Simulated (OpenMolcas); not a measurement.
**Sn: CASSCF and CASPT2 terms and fine-structure levels**

Which level of Sn lies lowest, and where do the others fall? The reference wave functions come first, then spin-orbit coupling, then second-order correlation under several settings.

Method: state-averaged CASSCF and CASPT2, spin-orbit coupling by RASSI with atomic mean-field integrals. Code: OpenMolcas 26.06.

### 1 The system

```
Species                           : Sn (tin, Z = 50, 50 electrons)
Basis                             : ANO-R3 [8s7p5d3f2g1h], 104 functions
Scalar Hamiltonian                : X2C, finite nucleus
Inactive shells                   : 1s 2s 2p 3s 3p 3d 4s 4p 4d
Active space                      : 4 electrons in 4 orbitals (5s 5p)
Some configurations of this space : 5p⁴, 5s 5p³, 5s² 5p²
Orbitals                          : optimised for the highest spin of each parity, averaged over the low roots
```

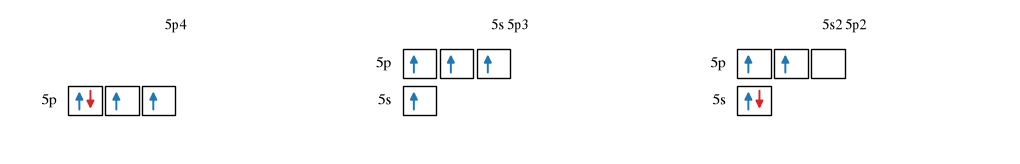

The shells outside the core, filled by Hund's rule for the drawing.

The work runs as a chain of OpenMolcas steps in one folder; each step below is one input file. Labels, J, g values, rates, χT and fits are worked out afterwards by a script from the matrices that RASSI stores.

### 2 Basis and integrals

Contents of a.inp:

```
&GATEWAY
Coord
1

Sn 0.0 0.0 0.0
Basis=ANO-R3
Group=XYZ
NoMove
AngMom=0.0 0.0 0.0
AMFI
&SEWARD
```

Launch:

```
$ OMP_NUM_THREADS=1 MOLCAS_MEM=2252 MOLCAS_PROJECT=a pymolcas a.inp > a.log
```

The log of the run:

```text
Basis set label: SN.ANO-R...8S7P5D3F2G1H.

      Electronic valence basis set:
      ------------------
      Associated Effective Charge  50.000000 au
      Associated Actual Charge     50.000000 au
      Nuclear Model: Finite nucleus - Gaussian distribution
        Gaussian exponent, Xi/bohr**(-2):  1.90677E+08

      Shell  nPrim  nBasis  Cartesian Spherical Contaminant
         s      23       8        X
         p      18       7        X
         d      12       5                 X
         f       6       3                 X
         g       5       2                 X
         h       3       1                 X
                  Relativistic X2C integrals
                  Atomic mean-field integrals
```

### 3 CASSCF: triplets of even parity, 3 roots

Contents of a.inp:

```
&RASSCF
FileOrb=start.orb
Symmetry=1
Spin=3
nActEl=4 0 0
Inactive=14 9
Ras2=1 3
CIRoot=3 3 1
SDav=6
CIMx=300
Iter=120 100
PrWF=0.3
OrbListing=Nothing
MaxOrb=0
Atom
>>> COPY $Project.JobIph JOB001
```

start.orb holds the contracted functions of the basis, ordered by shell, or the orbitals of the step before.

The log of the run, cut to the lines that bear on the results:

```text
[...]
      Number of active orbitals                  4
[...]
      Spin quantum number                      1.0
[...]
      Active orbitals                            1   3
[...]
      Number of CSFs                             6
      Number of root(s) required                 3
[...]
      Convergence after  7 iterations
[...]
      Natural orbitals and occupation numbers for root  1
      sym 1:   1.973689
      sym 2:   1.000000   0.026311   1.000000
      Natural orbitals and occupation numbers for root  2
      sym 1:   1.973689
      sym 2:   1.000000   1.000000   0.026311
      Natural orbitals and occupation numbers for root  3
      sym 1:   1.973689
      sym 2:   0.026311   1.000000   1.000000
::    RASSCF root number  1 Total energy:  -6173.83028497
::    RASSCF root number  2 Total energy:  -6173.83028497
::    RASSCF root number  3 Total energy:  -6173.83028497
```

### 4 CASSCF: singlets of even parity, 12 roots

Contents of a.inp:

```
&RASSCF
FileOrb=start.orb
Symmetry=1
Spin=1
nActEl=4 0 0
Inactive=14 9
Ras2=1 3
CIRoot=12 12 1
SDav=12
CIMx=300
Iter=120 100
PrWF=0.3
OrbListing=Nothing
MaxOrb=0
Atom
CIOnly
>>> COPY $Project.JobIph JOB002
```

The log of the run:

```text
Wave function specifications:
      -----------------------------

      Number of closed shell electrons          46
      Number of electrons in active shells       4
      Max number of holes in RAS1 space          0
      Max nr of electrons in RAS3 space          0
      Number of inactive orbitals               23
      Number of active orbitals                  4
      Number of secondary orbitals              77
      Spin quantum number                      0.0
      State symmetry                             1
Orbital specifications:
      -----------------------

      Symmetry species                           1   2
                                                ag  au
      Frozen orbitals                            0   0
      Inactive orbitals                         14   9
      Active orbitals                            1   3
      RAS1 orbitals                              0   0
      RAS2 orbitals                              1   3
      RAS3 orbitals                              0   0
      Secondary orbitals                        36  41
      Deleted orbitals                           0   0
      Number of basis functions                 51  53
      Number of CSFs                            12
      Number of root(s) required                12
      Iter CI   SX   CI       RASSCF       Energy    max ROT     max BLB   max BLB  Level Ln srch  Step   QN
          iter iter root      energy       change     param      element    value   shift minimum  type update
 Nr of preliminary CI iterations:   1
        1   1    0    0 -6173.49231200    0.00E+00   0.00E+00   10  19 1  2.57E-02*  0.00   0.00    SX    NO
      Natural orbitals and occupation numbers for root  1
      sym 1:   1.973689
      sym 2:   0.714830   0.094617   1.216864
      Natural orbitals and occupation numbers for root  2
      sym 1:   1.973689
      sym 2:   0.027885   0.960088   1.038338
      Natural orbitals and occupation numbers for root  3
      sym 1:   1.973689
      sym 2:   0.167411   1.279387   0.579513
::    RASSCF root number  1 Total energy:  -6173.79453029
::    RASSCF root number  2 Total energy:  -6173.79453029
::    RASSCF root number  3 Total energy:  -6173.79453029
::    RASSCF root number  4 Total energy:  -6173.79453029
::    RASSCF root number  5 Total energy:  -6173.79453029
::    RASSCF root number  6 Total energy:  -6173.76291659
::    RASSCF root number  7 Total energy:  -6173.20797105
::    RASSCF root number  8 Total energy:  -6173.20797105
::    RASSCF root number  9 Total energy:  -6173.20797105
::    RASSCF root number 10 Total energy:  -6173.20797105
::    RASSCF root number 11 Total energy:  -6173.20797105
::    RASSCF root number 12 Total energy:  -6173.13232070
```

CIOnly: the orbitals of an earlier block are kept, and only the CI is solved.

### 5 Reference wave functions, quintets of odd parity, 1 root

Contents of a.inp:

```
&RASSCF
FileOrb=start.orb
Symmetry=2
Spin=5
nActEl=4 0 0
Inactive=14 9
Ras2=1 3
CIRoot=1 1 1
SDav=1
CIMx=300
Iter=120 100
PrWF=0.3
OrbListing=Nothing
MaxOrb=0
Atom
>>> COPY $Project.JobIph JOB003
```

The log of the run:

```text
Wave function specifications:
      -----------------------------

      Number of closed shell electrons          46
      Number of electrons in active shells       4
      Max number of holes in RAS1 space          0
      Max nr of electrons in RAS3 space          0
      Number of inactive orbitals               23
      Number of active orbitals                  4
      Number of secondary orbitals              77
      Spin quantum number                      2.0
      State symmetry                             2
Orbital specifications:
      -----------------------

      Symmetry species                           1   2
                                                ag  au
      Frozen orbitals                            0   0
      Inactive orbitals                         14   9
      Active orbitals                            1   3
      RAS1 orbitals                              0   0
      RAS2 orbitals                              1   3
      RAS3 orbitals                              0   0
      Secondary orbitals                        36  41
      Deleted orbitals                           0   0
      Number of basis functions                 51  53
      Number of CSFs                             1
      Number of root(s) required                 1
      Iter CI   SX   CI       RASSCF       Energy    max ROT     max BLB   max BLB  Level Ln srch  Step   QN
          iter iter root      energy       change     param      element    value   shift minimum  type update
 Nr of preliminary CI iterations:   1
      Total energies have been shifted. Add                -6000.00 au
        1   1   12    1  -173.70871079    0.00E+00   5.53E-02   10  19 1  2.57E-02*  0.02   0.00    SX    NO
        2   1   12    1  -173.71326157   -4.55E-03* -6.32E-03   10  19 1 -1.97E-02*  0.04   0.00    SX    NO
        3   1   11    1  -173.71355114   -2.90E-04*  3.62E-03   10  19 1  1.06E-02*  0.04   0.00    SX    NO
        4   1   11    1  -173.71364224   -9.11E-05*  1.88E-03   10  19 1 -6.64E-03*  0.04   0.00    SX    NO
        5   1   10    1  -173.71367578   -3.35E-05*  7.18E-04   10  19 1  3.98E-03*  0.04   0.62    QN   YES
        6   1    8    1  -173.71369539   -1.96E-05*  6.51E-06    9  16 2  1.68E-05   0.04   1.00    QN   YES
        7   1    4    1  -173.71369539   -3.98E-10   9.11E-07   10  19 1 -1.50E-06   0.04   1.09    QN   YES
      Convergence after  7 iterations
        8   1    4    1  -173.71369539   -2.00E-11   9.11E-07   10  19 1 -3.24E-07   0.04   1.09    QN   YES
      Natural orbitals and occupation numbers for root  1
      sym 1:   1.000000
      sym 2:   1.000000   1.000000   1.000000
::    RASSCF root number  1 Total energy:  -6173.71369539
```

### 6 State interaction with spin-orbit coupling

Contents of a.inp:

```
&RASSI
NrOfJobIphs=3 3 6 1
1 2 3
1 2 3 4 5 6
1
IphNames
JOB001
JOB002
JOB003
EJob
SpinOrbit
DIPRint=1.0
SOCoupling=1000.0
Subsets=2
MEES
Property=10
'ANGMOM' 1 'ANGMOM' 2 'ANGMOM' 3 'MLTPL  1' 1 'MLTPL  1' 2 'MLTPL  1' 3
'AMFI' 1 'AMFI' 2 'AMFI' 3 'MLTPL  2' 6
SOProperty=3
'ANGMOM' 1 'ANGMOM' 2 'ANGMOM' 3
```

Launch:

```
$ OMP_NUM_THREADS=1 MOLCAS_MEM=2252 MOLCAS_PROJECT=a pymolcas a.inp > a.log
```

The log of the run, cut to the lines that bear on the results:

```text
SPIN-FREE ENERGIES:
  (Shifted by EMIN (a.u.) =      -6173.8302849706)
 SF State       Relative EMIN(au)   Rel lowest level(eV)    D:o, cm**(-1)      L_eff
     1             0.0000000000        0.0000000000              0.0000         1.0
     2             0.0000000000        0.0000000000              0.0000         1.0
     3             0.0000000000        0.0000000000              0.0000         1.0
     4             0.0357546830        0.9729344890           7847.2459         2.0
     5             0.0357546830        0.9729344890           7847.2459         2.0
     6             0.0357546830        0.9729344890           7847.2459         2.0
     7             0.0357546830        0.9729344890           7847.2459         2.0
     8             0.0357546830        0.9729344890           7847.2459         2.0
     9             0.0673683828        1.8331870863          14785.6510         0.0
    10             0.1165895847        3.1725642223          25588.4561         0.0
[...]
Eigenvalues of complex Hamiltonian:
   -----------------------------------
  (Shifted by EMIN (a.u.) =      -6173.8302849706)
 SO State       Relative EMIN(au)   Rel lowest level(eV)    D:o, cm**(-1)     J-value
     1            -0.0111393448        0.0000000000              0.0000         0.0
     2            -0.0044953519        0.1807922550           1458.1879         0.6
     3            -0.0044953519        0.1807922550           1458.1879         0.9
     4            -0.0044953519        0.1807922550           1458.1879         0.8
     5             0.0032518784        0.3916051318           3158.5084         1.1
     6             0.0032518784        0.3916051318           3158.5084         1.7
     7             0.0032518784        0.3916051318           3158.5084         1.4
     8             0.0032518784        0.3916051318           3158.5084         1.7
     9             0.0032518784        0.3916051318           3158.5084         1.7
    10             0.0369981566        1.3098881415          10564.9604         1.2
    11             0.0369981566        1.3098881415          10564.9604         1.5
[...]
```

These steps took 15 s in all on 1 thread, shared host.

The roots that group into whole terms:

```
configuration  term  E (cm⁻¹)
      5s² 5p²    ³P       0.0
      5s² 5p²    ¹D      7847
      5s² 5p²    ¹S     14786
       5s 5p³   ⁵S°     25588
```

Fine-structure levels, from the RASSI matrices grouped by J:

| Configuration | Term | J | E (cm⁻¹) | g | Leading % | Second |
| --- | --- | --- | --- | --- | --- | --- |
| 5s² 5p² | ³P | 0 | 0.0 |  | 97 | 3 ¹S |
| 5s² 5p² | ³P | 1 | 1458 | 1.501 | 100 |  |
| 5s² 5p² | ³P | 2 | 3159 | 1.483 | 96 | 4 ¹D |
| 5s² 5p² | ¹D | 2 | 10565 | 1.018 | 96 | 4 ³P |
| 5s² 5p² | ¹S | 0 | 17702 |  | 97 | 3 ³P |
| 5s 5p³ | ⁵S° | 2 | 28033 | 2.002 | 100 |  |

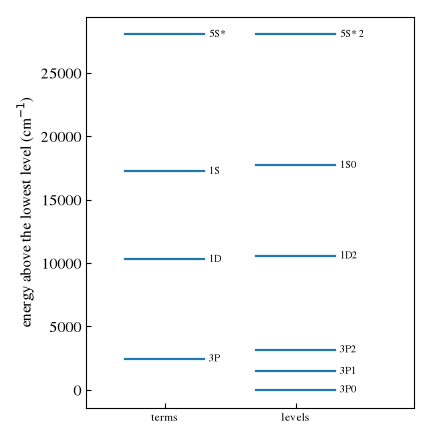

Terms (left) and the levels that spin-orbit coupling splits them into (right).

Transitions at CASSCF energies (vacuum wavelengths; branching counts decays inside the model space alone):

```
      upper        lower  type  λ (nm)   A (s-1)  branching %
5s² 5p² ¹S₀  5s² 5p² ³P₁    M1   615.6  6.19e+00         90.6
5s² 5p² ¹S₀  5s² 5p² ³P₂    E2   687.6  2.00e-01          2.9
5s² 5p² ¹D₂  5s² 5p² ³P₀    E2   946.5  2.99e-03          0.3
5s² 5p² ¹D₂  5s² 5p² ³P₁    M1    1098  3.77e-01         38.2
5s² 5p² ¹D₂  5s² 5p² ³P₁    E2    1098  6.20e-03          0.6
5s² 5p² ¹D₂  5s² 5p² ³P₂    M1    1350  5.86e-01         59.4
5s² 5p² ¹D₂  5s² 5p² ³P₂    E2    1350  1.49e-02          1.5
5s² 5p² ¹S₀  5s² 5p² ¹D₂    E2    1401  4.46e-01          6.5
5s² 5p² ³P₂  5s² 5p² ³P₀    E2    3166  4.00e-04          0.6
5s² 5p² ³P₂  5s² 5p² ³P₁    M1    5881  6.42e-02         99.3
5s² 5p² ³P₂  5s² 5p² ³P₁    E2    5881  3.68e-05          0.1
5s² 5p² ³P₁  5s² 5p² ³P₀    M1    6858  5.45e-02        100.0
```

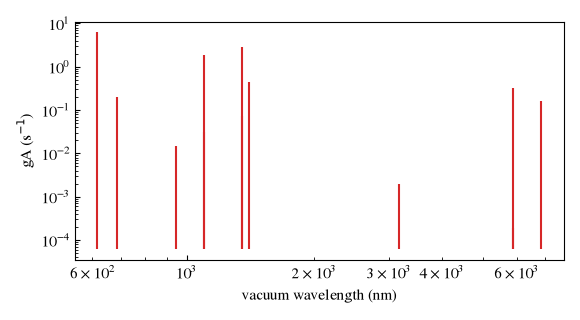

The lines as sticks of height gA, A times the degeneracy of the upper level: electric dipole blue, forbidden lines red.

### 7 CASPT2: IPEA 0.15, imaginary shift 0.15 (closed shells correlated: 4d), extended multistate

Contents of a.inp:

```
>>> COPY JOB001 $Project.JobIph
&CASPT2
XMultistate=3 1 2 3
Frozen=9 9
IPEA=0.15
Imaginary=0.15
MaxIter=60
WThr=0.0 0.3 0.05
PrWF=0.5
NoMix
>>> COPY JOB002 $Project.JobIph
&CASPT2
XMultistate=6 1 2 3 4 5 6
Frozen=9 9
IPEA=0.15
Imaginary=0.15
MaxIter=60
WThr=0.0 0.3 0.05
PrWF=0.5
NoMix
>>> COPY JOB003 $Project.JobIph
&CASPT2
Multistate=1 1
Frozen=9 9
IPEA=0.15
Imaginary=0.15
MaxIter=60
WThr=0.0 0.3 0.05
PrWF=0.5
NoMix
```

Launch:

```
$ OMP_NUM_THREADS=1 MOLCAS_MEM=2252 MOLCAS_PROJECT=a pymolcas a.inp > a.log
```

The log of the run:

```text
Orbital specifications:
      -----------------------

      Symmetry species                           1   2
                                                ag  au
      Frozen orbitals                            9   9
      Inactive orbitals                          5   0
      Active orbitals                            1   3
      Secondary orbitals                        36  41
      Deleted orbitals                           0   0
      Number of basis functions                 51  53
Type of calculation                        XMS-CASPT2
      Fock operator                              state-average
      IPEA shift                                 0.15
      Real shift                                 0.00
      Imaginary shift                            0.15
      The input orbitals will be transformed to quasi-canonical
      The input states will be rotated to diagonalize the Fock operator
Reference energy:       -6173.8302849706
      E2 (Non-variational):      -0.5352782691
      Shift correction:          -0.0009702208
      E2 (Variational):          -0.5362484900
      Total energy:           -6174.3665334605
      Residual norm:              0.0000000755
      Reference weight:           0.90259
      Contributions to the CASPT2 correlation energy
      Active & Virtual Only:         -0.0446249513
      One Inactive Excited:          -0.1139467974
      Two Inactive Excited:          -0.3767065204
Reference energy:       -6173.8302849706
      E2 (Non-variational):      -0.5354982769
      Shift correction:          -0.0009855774
      E2 (Variational):          -0.5364838544
      Total energy:           -6174.3667688249
      Residual norm:              0.0000000821
      Reference weight:           0.90224
      Contributions to the CASPT2 correlation energy
      Active & Virtual Only:         -0.0448103494
      One Inactive Excited:          -0.1139847231
      Two Inactive Excited:          -0.3767032044
::    XMS-CASPT2 Root  1     Total energy:  -6174.36682205
::    XMS-CASPT2 Root  2     Total energy:  -6174.36676931
::    XMS-CASPT2 Root  3     Total energy:  -6174.36653135
Orbital specifications:
      -----------------------

      Symmetry species                           1   2
                                                ag  au
      Frozen orbitals                            9   9
      Inactive orbitals                          5   0
      Active orbitals                            1   3
      Secondary orbitals                        36  41
      Deleted orbitals                           0   0
      Number of basis functions                 51  53
Type of calculation                        XMS-CASPT2
      Fock operator                              state-average
      IPEA shift                                 0.15
      Real shift                                 0.00
      Imaginary shift                            0.15
      The input orbitals will be transformed to quasi-canonical
      The input states will be rotated to diagonalize the Fock operator
Reference energy:       -6173.7945302876
      E2 (Non-variational):      -0.5466254861
      Shift correction:          -0.0013833155
      E2 (Variational):          -0.5480088016
      Total energy:           -6174.3425390892
      Residual norm:              0.0000001028
      Reference weight:           0.89230
      Contributions to the CASPT2 correlation energy
      Active & Virtual Only:         -0.0554217212
      One Inactive Excited:          -0.1144927428
      Two Inactive Excited:          -0.3767110221
Reference energy:       -6173.7945302876
      E2 (Non-variational):      -0.5466335927
      Shift correction:          -0.0013835711
      E2 (Variational):          -0.5480171638
      Total energy:           -6174.3425474514
      Residual norm:              0.0000001044
      Reference weight:           0.89229
      Contributions to the CASPT2 correlation energy
      Active & Virtual Only:         -0.0554572747
      One Inactive Excited:          -0.1144679817
      Two Inactive Excited:          -0.3767083362
::    XMS-CASPT2 Root  1     Total energy:  -6174.34343683
::    XMS-CASPT2 Root  2     Total energy:  -6174.34333624
::    XMS-CASPT2 Root  3     Total energy:  -6174.34238263
::    XMS-CASPT2 Root  4     Total energy:  -6174.34198925
::    XMS-CASPT2 Root  5     Total energy:  -6174.34162960
::    XMS-CASPT2 Root  6     Total energy:  -6174.29893479
Orbital specifications:
      -----------------------

      Symmetry species                           1   2
                                                ag  au
      Frozen orbitals                            9   9
      Inactive orbitals                          5   0
      Active orbitals                            1   3
      Secondary orbitals                        36  41
      Deleted orbitals                           0   0
      Number of basis functions                 51  53
Type of calculation                        SS-CASPT2
      Fock operator                              state-specific
      IPEA shift                                 0.15
      Real shift                                 0.00
      Imaginary shift                            0.15
      The input orbitals will be transformed to quasi-canonical
Reference energy:       -6173.7136953858
      E2 (Non-variational):      -0.4841413801
      Shift correction:          -0.0005792737
      E2 (Variational):          -0.4847206538
      Total energy:           -6174.1984160396
      Residual norm:              0.0000001714
      Reference weight:           0.92290
      Contributions to the CASPT2 correlation energy
      Active & Virtual Only:         -0.0177113050
      One Inactive Excited:          -0.0899149977
      Two Inactive Excited:          -0.3765150775
::    CASPT2 Root  1     Total energy:  -6174.19841604
```

Time for this run: 2.7 s (1 thread, shared host).

XMS-CASPT2: lowest energy less the reference's lowest, -0.5364 hartree; reference weights 0.892 to 0.923.

Spin-free terms, from the roots grouped by L:

```
configuration  term  E (cm⁻¹)  spread (cm-1)
      5s² 5p²    ³P       0.0             64
      5s² 5p²    ¹D      5300            395
      5s² 5p²    ¹S     14870              0
       5s 5p³   ⁵S°     36940              0
```

Fine-structure levels, from the RASSI matrix with the averaged CASPT2 term energies on its diagonal:

```
Configuration  Term  J  E (cm⁻¹)      g  Leading %  Second
      5s² 5p²    ³P  0       0.0                97    3 ¹S
      5s² 5p²    ³P  1      1456  1.501        100        
      5s² 5p²    ³P  2      3020  1.461         92    8 ¹D
      5s² 5p²    ¹D  2      8160  1.040         92    8 ³P
      5s² 5p²    ¹S  0     17780                97    3 ³P
       5s 5p³   ⁵S°  2     39380  2.002        100
```

(Part 1 of 2 ends here.)
